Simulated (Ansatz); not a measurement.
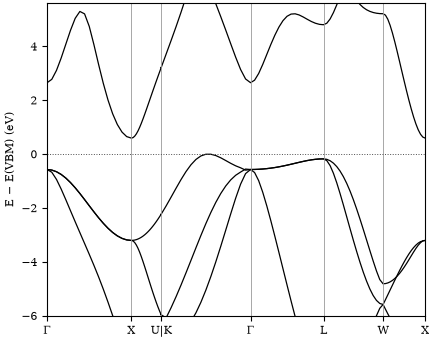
Figure: Band structure from the program Ansatz at the LDA level (PAW)

Read off the gap and where the band edges lie.

About 0.6 eV (0.59 eV by a search for the band edges); maximum on the K–Γ line, 53 % of the way from K, minimum at X.

The material is GaN (rock salt, space group No. 225).

Space group Fm-3m (rock salt). This is a known high-pressure phase of the composition, computed here at zero pressure and temperature. The LDA relaxation kept the symmetry of its start; phonons on a q-mesh show no instability. Scalar-relativistic: spin–orbit coupling is off unless named, which matters more the heavier the elements.

Potentials: the later of the program's two PAW sets.
